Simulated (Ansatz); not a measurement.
## Run report: C₂H₆F₂OSi, single-point calculation

The run: single-point calculation of C₂H₆F₂OSi, SMILES FCOC(F)[SiH3]. Method and program: RKS B3LYP-D4/def2-TZVPP (Ansatz 0.2.0).

The geometry comes from this level: PBE0-D4/def2-TZVP. Figures and captions count atoms from 1; the log counts them from 0 in places.

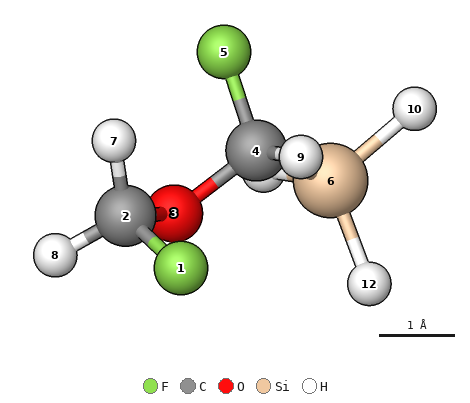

Fig. 1: The input geometry (ball-and-stick view, seen at a tilt; atoms are numbered from 1 in the order of the input).

### Input
```yaml
crystal:
  periodic: [false, false, false]
  atoms:
    - {symbol: F, position_ang: [0.533708, -2.442324, 0.715343]}
    - {symbol: C, position_ang: [-0.569622, -1.661508, 0.962493]}
    - {symbol: O, position_ang: [-0.645423, -0.631390, 0.042106]}
    - {symbol: C, position_ang: [0.279544, 0.388788, 0.226655]}
    - {symbol: F, position_ang: [-0.099702, 1.161825, 1.320521]}
    - {symbol: Si, position_ang: [0.304594, 1.477465, -1.343984]}
    - {symbol: H, position_ang: [-0.481682, -1.283431, 1.985281]}
    - {symbol: H, position_ang: [-1.461329, -2.274125, 0.827857]}
    - {symbol: H, position_ang: [1.264344, -0.024460, 0.478259]}
    - {symbol: H, position_ang: [1.232945, 2.609601, -1.103837]}
    - {symbol: H, position_ang: [-1.069416, 1.971167, -1.598391]}
    - {symbol: H, position_ang: [0.789040, 0.653092, -2.478303]}
basis:
  gaussian: {orbitals: def2-TZVPP}
hamiltonian: {xc: {name: B3LYP}, dispersion: d4}
output: {forces: true, orbitals: {seedname: orbitals}}
```

Command:
```bash
ansatz run in.yaml --threads 4 --pin off --events-out ev --progress --plain --max-ram 10444MiB
```

### Output
```
Functional definition: B3LYP
  name "B3LYP"
  cite "Stephens, Devlin, Chabalowski & Frisch, J. Phys. Chem. 98, 11623 (1994) doi:10.1021/j100096a001"
  cite "Becke, Phys. Rev. A 38, 3098 (1988) doi:10.1103/PhysRevA.38.3098"
  cite "Lee, Yang & Parr, Phys. Rev. B 37, 785 (1988) doi:10.1103/PhysRevB.37.785"
  cite "Vosko, Wilk & Nusair, Can. J. Phys. 58, 1200 (1980) doi:10.1139/p80-159"
  parameter a0 = 0.2
  parameter ax = 0.72
  parameter ac = 0.81
  exchange = (1 - a0 - ax)*slater_x + ax*b88_x + a0*exact_x
  correlation = (1 - ac)*vwn_rpa_c + ac*lyp_c
1468 factors; their error is unknown
mean field evaluation 1: about -17530.8389 eV, gradient 4.8e1 eV
mean field evaluation 2: about -17528.5159 eV, gradient 6.1e1 eV
mean field evaluation 4: about -17534.6699 eV, gradient 3.5e0 eV
mean field evaluation 8: about -17534.7055 eV, gradient 5.1e-1 eV
mean field evaluation 16: about -17534.7058 eV, gradient 7.9e-5 eV
mean field -17534.70580796 eV, -644.3885529920 hartree, gradient 1.6e-5 eV, S^2 0.000000; 0 other end points of the search recorded, 0 dependent functions left out
the calculation of the forces begins
reference -17534.70608860 eV, -644.3885633055 hartree; 29, 29 occupied and 252, 252 virtual orbitals, 1468 factors
Total energy: -17535.06111533 eV, -644.4016102970 hartree
Atom 0 at     0.533708    -2.442324     0.715343 Å, force     0.340949    -0.255324    -0.068278 eV/Å
Atom 1 at    -0.569622    -1.661508     0.962493 Å, force    -0.428165    -0.058062     0.309858 eV/Å
Atom 2 at    -0.645423    -0.631390     0.042106 Å, force    -0.178782    -0.017800    -0.178465 eV/Å
Atom 3 at     0.279544     0.388788     0.226655 Å, force     0.401489     0.009583    -0.305873 eV/Å
Atom 4 at    -0.099702     1.161825     1.320521 Å, force    -0.113672     0.250112     0.357408 eV/Å
Atom 5 at     0.304594     1.477465    -1.343984 Å, force     0.007307     0.088930    -0.125807 eV/Å
Atom 6 at    -0.481682    -1.283431     1.985281 Å, force    -0.015415    -0.041837    -0.067597 eV/Å
Atom 7 at    -1.461329    -2.274125     0.827857 Å, force     0.058978     0.035869     0.026495 eV/Å
Atom 8 at     1.264344    -0.024460     0.478259 Å, force    -0.072127     0.034132    -0.013351 eV/Å
Atom 9 at     1.232945     2.609601    -1.103837 Å, force    -0.060643    -0.070686    -0.019422 eV/Å
Atom 10 at    -1.069416     1.971167    -1.598391 Å, force     0.090628    -0.030997     0.014011 eV/Å
Atom 11 at     0.789040     0.653092    -2.478303 Å, force    -0.030548     0.056079     0.071019 eV/Å
Dipole moment:    -0.028529    -0.006223    -0.022229 e Å
```

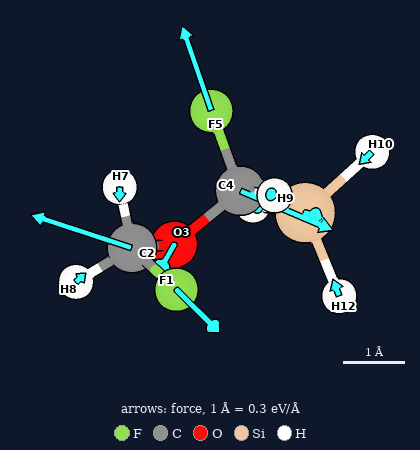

Fig. 2: Forces on the atoms as teal arrows (ball-and-stick view, seen at a tilt; atoms are numbered from 1 in the order of the input). The largest act on C2 (0.53 eV/Å); C4 (0.50 eV/Å); F5 (0.45 eV/Å); F1 (0.43 eV/Å), among others. The geometry is not a stationary point of this energy.

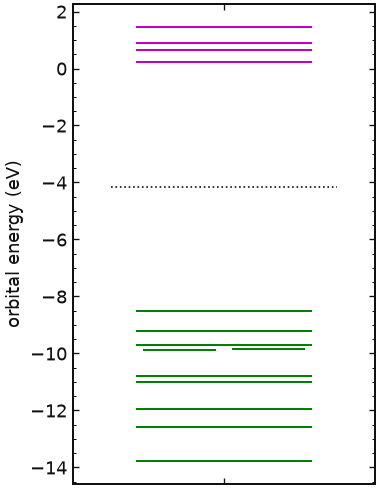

Fig. 3: Orbital energies near the frontier; the dotted line parts filled from empty levels, and levels within 0.02 eV of each other stand side by side. Highest filled −8.51 eV, lowest empty 0.23 eV, 8.74 eV apart.

### Key numbers

| quantity | value |
| --- | --- |
| outcome | converged |
| total energy | −17535.0611 eV |
| mean-field energy | −17534.7061 eV |
| dispersion energy | −0.3550 eV |
| SCF solution under orbital rotations | stable |
| HOMO | −8.51 eV |
| LUMO | 0.23 eV |
| largest force (length of the vector) | 0.532 eV/Å |
| dipole moment | 0.18 D |
| hardware | 4 threads of Arm Neoverse V1, 23 GiB of memory available, shared host |
| wall time | 7 s (CPU time 25 s) |
| peak memory | 0.85 GiB |
